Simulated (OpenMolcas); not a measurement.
**doublet NOF+ at 4 levels**

Wanted: a comparison of 4 runs (UHF/def2-TZVPP, UB3LYP/6-31G*, U-r2SCAN/def2-TZVPP, UPBE/def2-TZVPP) of doublet NOF+. 

The calculation is run with OpenMolcas 26.06.

### 1 The system as given

NOF+: 3 atoms, total charge +1, spin state doublet. As SMILES of the parent species, `O=NF`. The shape is that of a PBE0-D4/def2-TZVP optimisation. That shape belongs to the parent species and isn't relaxed for this state.

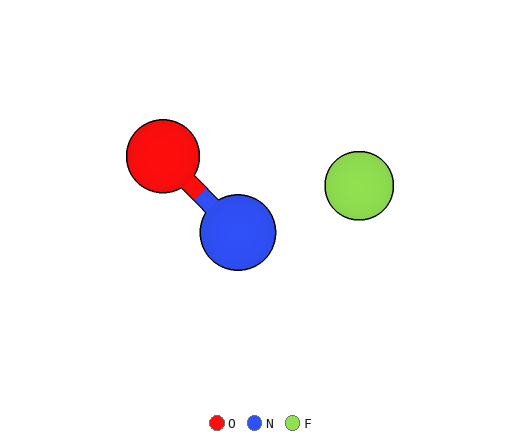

The structure, seen from a chosen angle (oxygen red, nitrogen blue, fluorine green).

### 2 A single-point energy at UHF/def2-TZVPP (run 1)

calc.inp reads:

```
* FNO Hartree-Fock

&gateway
  baslib=$CurrDir
  coord
  3
  angstrom
  O        0.868350       0.242970       0.504740
  N        0.148930      -0.482540       0.029910
  F       -1.017290       0.239580      -0.534650
  basis=def2-TZVPP
  group=NoSym

&seward

&scf
  uhf
  charge=1
  spin=2
  thresholds=1e-10 1e-07 1e-07 1e-05
  prorbitals=1 2
```

The basis set def2-TZVPP is read from a file made from the Basis Set Exchange's data (not shown).

Started as:

```sh
$ export MOLCAS_MEM=1860
$ pymolcas calc.inp > calc.log
```

The log of the run:

```text
--- Start Module: gateway ---
[...]
--- Stop Module: gateway /rc=_RC_ALL_IS_WELL_ ---
--- Start Module: seward ---
[...]
      Basis functions           93
--- Stop Module: seward /rc=_RC_ALL_IS_WELL_ ---
[...]
--- Start Module: scf ---
[...]
       Convergence after  31 Iterations
[...]
::    Total SCF energy                               -228.2927137245
[...]
      Total spin, S                                     0.6274459937
[...]
      Total electronic charge=   23.000000
      Total            charge=    1.000000
[...]
      Dipole Moment (debye):
      Origin of the operator (angstrom)=   -0.0684    0.0343   -0.0340
                   X=  1.6346E+00               Y= -5.2420E-01               Z=  8.4404E-01           Total=  1.9129E+00
      Center of Charge (angstrom)
[...]
--- Stop Module: scf /rc=_RC_ALL_IS_WELL_ ---
[...]
```

Run time: 14 s. Hardware: 1 thread of Arm Neoverse V1, shared host; peak memory 0.51 GiB.

### 3 The energy at UB3LYP/6-31G(d) (spherical functions) (run 2)

test.inp reads:

```
&GATEWAY
  BASLIB = $CurrDir
  COORD
  3
  angstrom
  O        0.868350       0.242970       0.504740
  N        0.148930      -0.482540       0.029910
  F       -1.017290       0.239580      -0.534650
  BASIS = 6-31Gs
  GROUP = NoSym

&SEWARD
  GRIDINPUT
  Grid=UltraFine
  End of Grid

&SCF
  UHF
  CHARGE = 1
  SPIN = 2
  KSDFT = B3LYP
  THRESHOLDS = 1e-10 1e-07 1e-07 1e-05
  PRORBITALS = 1 1
```

The basis set 6-31G* is read from a file made from the Basis Set Exchange's data (not shown).

Started as:

```sh
$ export MOLCAS_MEM=1860
$ pymolcas test.inp > test.log
```

The log of the run:

```text
--- Start Module: gateway ---
[...]
--- Stop Module: gateway /rc=_RC_ALL_IS_WELL_ ---
--- Start Module: seward ---
[...]
      Basis functions           42
--- Stop Module: seward /rc=_RC_ALL_IS_WELL_ ---
--- Start Module: scf ---
[...]
       Convergence after  24 Iterations
[...]
::    Total KS-DFT energy                            -229.2270123035
[...]
      Total spin, S                                     0.5073092983
[...]
      Total electronic charge=   23.000000
      Total            charge=    1.000000
[...]
      Dipole Moment (debye):
      Origin of the operator (angstrom)=   -0.0684    0.0343   -0.0340
                   X=  1.3321E+00               Y= -6.8521E-01               Z=  6.5994E-01           Total=  1.6369E+00
      Center of Charge (angstrom)
[...]
--- Stop Module: scf /rc=_RC_ALL_IS_WELL_ ---
[...]
```

Run time: 13 s. Hardware: 1 thread of Arm Neoverse V1, shared host; peak memory 0.38 GiB.

### 4 The energy at U-r2SCAN/def2-TZVPP (run 3)

mol.input reads:

```
&GATEWAY
  BasLib=$CurrDir
  Coord
  3
  angstrom
  O        0.868350       0.242970       0.504740
  N        0.148930      -0.482540       0.029910
  F       -1.017290       0.239580      -0.534650
  Basis=def2-TZVPP
  Group=NoSym

&SEWARD
  GridInput
  Grid=UltraFine
  End of Grid

&SCF
  UHF
  Charge=1
  Spin=2
  KSDFT=2
  1.0 MGGA_X_R2SCAN
  1.0 MGGA_C_R2SCAN
  Thresholds=1e-10 1e-07 1e-07 1e-05
  PrOrbitals=1
```

The basis set def2-TZVPP is read from a file made from the Basis Set Exchange's data (not shown).

Started as:

```sh
$ export MOLCAS_MEM=1860
$ pymolcas mol.input > mol.log
```

The log of the run:

```text
--- Start Module: gateway ---
[...]
--- Stop Module: gateway /rc=_RC_ALL_IS_WELL_ ---
--- Start Module: seward ---
[...]
      Basis functions           93
--- Stop Module: seward /rc=_RC_ALL_IS_WELL_ ---
[...]
--- Start Module: scf ---
[...]
       Convergence after  27 Iterations
[...]
::    Total KS-DFT energy                            -229.2422854170
[...]
      Total spin, S                                     0.5067853500
[...]
      Total electronic charge=   23.000000
      Total            charge=    1.000000
[...]
      Dipole Moment (debye):
      Origin of the operator (angstrom)=   -0.0684    0.0343   -0.0340
                   X=  1.4084E+00               Y= -6.7557E-01               Z=  7.0302E-01           Total=  1.7129E+00
      Center of Charge (angstrom)
[...]
--- Stop Module: scf /rc=_RC_ALL_IS_WELL_ ---
[...]
```

It took 60 s on 1 thread of Arm Neoverse V1, shared host; peak memory 0.51 GiB.

### 5 A single-point energy at UPBE/def2-TZVPP (run 4)

test.inp reads:

```
&GATEWAY
  BasLib=$CurrDir
  Coord
  3
  bohr
  O      1.64094368     0.45914676     0.95382036
  N      0.28143691    -0.91186844     0.05652171
  F     -1.92239949     0.45274058    -1.01034207
  Basis=def2-TZVPP
  Group=NoSym

&SEWARD
  GridInput
  Grid=UltraFine
  End of Grid

&SCF
  UHF
  Charge=1
  Spin=2
  KSDFT=PBE
  Thresholds=1e-10 1e-07 1e-07 1e-05
  PrOrbitals=1 2
```

The basis set def2-TZVPP is read from a file made from the Basis Set Exchange's data (not shown).

Started as:

```sh
$ export MOLCAS_MEM=1860
$ pymolcas test.inp > test.log
```

The log of the run:

```text
--- Start Module: gateway ---
[...]
--- Stop Module: gateway /rc=_RC_ALL_IS_WELL_ ---
--- Start Module: seward ---
[...]
      Basis functions           93
--- Stop Module: seward /rc=_RC_ALL_IS_WELL_ ---
[...]
--- Start Module: scf ---
[...]
       Convergence after  24 Iterations
[...]
::    Total KS-DFT energy                            -229.1355868049
[...]
      Total spin, S                                     0.5024420898
[...]
      Total electronic charge=   23.000000
      Total            charge=    1.000000
[...]
      Dipole Moment (debye):
      Origin of the operator (angstrom)=   -0.0684    0.0343   -0.0340
                   X=  1.3779E+00               Y= -6.7157E-01               Z=  6.8667E-01           Total=  1.6796E+00
      Center of Charge (angstrom)
[...]
--- Stop Module: scf /rc=_RC_ALL_IS_WELL_ ---
[...]
```

It took 35 s on 1 thread of Arm Neoverse V1, shared host; peak memory 0.51 GiB.

### 6 The series

| run | level | integration grid | energy (Eh) | HOMO energy (eV) | LUMO energy (eV) | ⟨S²⟩ | wall time |
| --- | --- | --- | --- | --- | --- | --- | --- |
| 1 | UHF/def2-TZVPP | – | -228.292714 | -26.41 | -9.61 | 1.021 | 14 s |
| 2 | UB3LYP/6-31G* (spherical functions) | UltraFine | -229.227012 | -20.74 | -16.56 | 0.765 | 13 s |
| 3 | U-r2SCAN/def2-TZVPP | UltraFine | -229.242285 | -19.52 | -17.33 | 0.764 | 60 s |
| 4 | UPBE/def2-TZVPP | UltraFine | -229.135587 | -19.01 | -17.63 | 0.755 | 35 s |

### 7 Summary of results

| quantity | value |
| --- | --- |
| run 4: total energy | -229.13559 Eh |
| run 4: HOMO energy (highest over α and β) | -19.01 eV |
| run 4: LUMO energy (lowest over α and β) | -17.63 eV |
| run 4: ⟨S²⟩ | 0.755 |

**Reading.** Totals of different functionals can't be ranked against each other. Spin contamination of the reference: run 1 ⟨S²⟩ = 1.02. All runs together took 2 min, the longest 60 s.
